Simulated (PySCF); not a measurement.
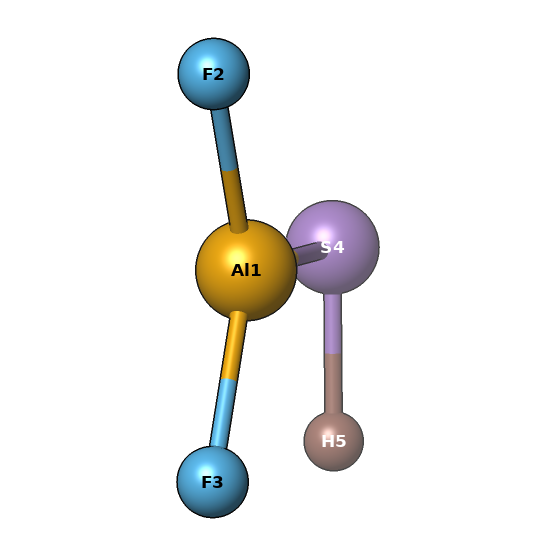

S4 lies behind Al1. The molecule seen a little off the Al1–S4 bond, Al1 in front. Depth is shown by fading: the farther an atom, the more it takes the colour of the background. The computed structure is the end point of a PBE0-D4/def2-TZVP optimisation. No frequency run is at hand to confirm it as a minimum.

What is the torsion angle F2–Al1–S4–H5? The sign is positive where the front bond must turn clockwise to cover the back bond.

180°, antiperiplanar (anti).
